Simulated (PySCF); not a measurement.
# One shape, several levels: SiHBrF (SMILES F[SiH]Br)

Aim: a comparison of 6 runs (U-r2SCAN/STO-6G, UB2PLYP/STO-6G, UPBE/STO-6G, USVWN5/STO-6G, UMP2/STO-6G, FCI/STO-6G) of SiHBrF. The job is set up through a Python script.

The results are computed with PySCF 2.14.0.

2 further runs of the same task are left out: 2 set aside as unsound or not needed.

## (1) The system as given

SiHBrF has 4 atoms, charge 0, and is taken as a doublet. As SMILES, `F[SiH]Br`. The Si2–H4 distance was set to 2.237 Å, away from the relaxed value. At this shape a bond of the SMILES string is far longer than usual.

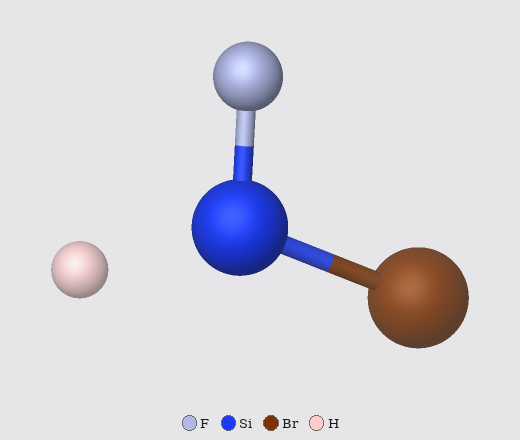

The structure, seen from a chosen angle (fluorine light blue, silicon blue, bromine brown, hydrogen pink).

## (2) A single-point energy at U-r2SCAN/STO-6G (run 1)

The input, input.py:

```python
from pyscf import gto, dft

system = gto.M(
    atom='''
F   -1.007702  -0.974427   1.354641
Si  -0.220002  -0.943727  -0.033459
Br   1.921998  -1.332727   0.350041
H   -0.429400   1.123400  -0.862500
''',
    spin=1,
    verbose=3,
    max_memory=1860,
    basis='sto-6g',
)

mf = dft.UKS(system, xc='r2scan')
mf.conv_tol = 1e-10
mf.grids.level = 5
mf.kernel()
if not mf.converged:
    mf = mf.newton().run(mf.mo_coeff, mf.mo_occ)

etot = mf.e_tot
print(f'total energy: {etot:.8f} hartree')
```

Started as:

```bash
$ OMP_NUM_THREADS=1 python input.py
```

Log:

```text
WARN: HOMO -0.264756192745635 >= LUMO -0.264756192745639

converged SCF energy = -2949.38560140604  <S^2> = 0.80176489  2S+1 = 2.0511118
total energy: -2949.38560141 hartree
```

Wall time 12 s (1 thread of Intel Xeon 6975P-C (Granite Rapids), shared host); peak memory 0.28 GiB.

## (3) The energy at UB2PLYP/STO-6G (run 2)

The input, input.py:

```python
from pyscf import gto, dft, mp

mol = gto.M(
    atom='''
F     -1.904281    -1.841400     2.559900
Si    -0.415744    -1.783386    -0.063228
Br     3.632050    -2.518489     0.661482
H     -0.811448     2.122918    -1.629889
''',
    charge=0,
    max_memory=1860,
    verbose=3,
    basis='sto-6g',
    spin=1,
    unit='bohr',
)

mf = dft.UKS(mol, xc='0.53*HF + 0.47*B88, 0.73*LYP')
mf.conv_tol = 1e-10
mf.grids.level = 5
mf.kernel()
if not mf.converged:
    mf = mf.newton().run(mf.mo_coeff, mf.mo_occ)

pt = mp.MP2(mf, frozen=15).run()
e_tot = mf.e_tot + 0.27 * pt.e_corr
print('PT2 part  %.8f' % (0.27 * pt.e_corr))
print(f'total energy: {e_tot:.8f} hartree')
```

Started as:

```bash
$ OMP_NUM_THREADS=1 python input.py
```

Log:

```text
WARN: HOMO -0.243493488193455 >= LUMO -0.243493488193454

converged SCF energy = -2948.68448631838  <S^2> = 0.85990229  2S+1 = 2.107038
E(UMP2) = -2948.77003247313  E_corr = -0.0855461547428751
E(SCS-UMP2) = -2948.77091276528  E_corr = -0.086426446899779
PT2 part  -0.02309746
total energy: -2948.70758378 hartree
```

Wall time 8.1 s (1 thread of Intel Xeon 6975P-C (Granite Rapids), shared host); peak memory 0.26 GiB.

## (4) The energy at UPBE/STO-6G (run 3)

The input, input.py:

```python
from pyscf import gto, dft

mol = gto.M(
    atom='''
F   -1.007702  -0.974427   1.354641
Si  -0.220002  -0.943727  -0.033459
Br   1.921998  -1.332727   0.350041
H   -0.429400   1.123400  -0.862500
''',
    basis='sto-6g',
    spin=1,
    charge=0,
    max_memory=1860,
    verbose=3,
)

ks = dft.UKS(mol)
ks.xc = 'pbe'
ks.conv_tol = 1e-10
ks.grids.level = 5
ks.kernel()
if not ks.converged:
    ks = ks.newton().run(ks.mo_coeff, ks.mo_occ)

e_final = ks.e_tot
print('Final energy', e_final)
```

Started as:

```bash
$ OMP_NUM_THREADS=1 python input.py
```

Log:

```text
converged SCF energy = -2948.63646184452  <S^2> = 0.7757016  2S+1 = 2.0255385
Final energy -2948.6364618445173
```

It took 9 s on 1 thread of Intel Xeon 6975P-C (Granite Rapids), shared host; peak memory 0.27 GiB.

Runs 4 to 5 aren't shown in full; the table further down has their settings and results.

## (5) The energy at FCI/STO-6G (run 6)

The input, job.py:

```python
from pyscf import gto, mcscf

mol = gto.M(
    atom='''
F   -1.007702  -0.974427   1.354641
Si  -0.220002  -0.943727  -0.033459
Br   1.921998  -1.332727   0.350041
H   -0.429400   1.123400  -0.862500
''',
    verbose=3,
    spin=1,
    basis='sto-6g',
    charge=0,
    max_memory=1860,
)

mf = mol.ROHF()
mf.conv_tol = 1e-10
mf.kernel()
if not mf.converged:
    mf = mf.newton().run(mf.mo_coeff, mf.mo_occ)

cas = mcscf.CASCI(mf, mf.mo_coeff.shape[-1] - 15, (mol.nelec[0] - 15, mol.nelec[1] - 15))  # full CI above the frozen core
cas.fix_spin_(ss=0.75)
cas.kernel()
e_tot = cas.e_tot
print(f'total energy: {e_tot:.8f} hartree')
```

Started as:

```bash
$ OMP_NUM_THREADS=1 python job.py
```

Log:

```text
converged SCF energy = -2946.98223080887
CASCI E = -2947.07181738993  E(CI) = -228.456634205098  S^2 = 0.7500000
total energy: -2947.07181739 hartree
```

Wall time 81 s (1 thread of Intel Xeon 6975P-C (Granite Rapids), shared host); peak memory 0.66 GiB.

## (6) Overview of the runs

```tsv
run	level	frozen core orbitals	integration grid	energy (Eh)	dipole moment (D) of the reference	HOMO energy (eV)	LUMO energy (eV)	wall time
1	U-r2SCAN/STO-6G	–	5	-2949.385601	1.68	-2.78	-0.61	12 s
2	UB2PLYP/STO-6G	15	5	-2948.707584	1.85	-4.94	1.57	8.1 s
3	UPBE/STO-6G	–	5	-2948.636462	1.61	-2.33	-0.86	9 s
4	USVWN5/STO-6G	–	5	-2943.626566	1.60	-2.18	-0.94	4.8 s
5	UMP2/STO-6G	15	–	-2947.043668	2.20	-6.89	4.57	1.3 s
6	FCI/STO-6G	15	–	-2947.071817	2.09	–	–	81 s
```

## (7) Summary of results

| quantity | value |
| --- | --- |
| run 6: total energy | -2947.07182 Eh |
| run 6: dipole moment (Hartree–Fock density) | 2.09 D |
| run 6: correlation energy (15 core orbitals frozen) | -89.6 mEh |

**Reading.** Against full CI in this basis: UMP2 +28.1 mEh. Over runs 1, 2, 3, 4 the dipole moment (its size) runs from 1.60 D (USVWN5/STO-6G) to 1.85 D (UB2PLYP/STO-6G). A double hybrid's value is that of its SCF part. Totals of different functionals can't be ranked against each other. In runs 1, 2, 3, 4, 5, 6 the basis is minimal, so the values are rough. Spin contamination of the reference: run 5 ⟨S²⟩ = 0.96, run 2 ⟨S²⟩ = 0.86. All runs together took 1.9 min, the longest 81 s.
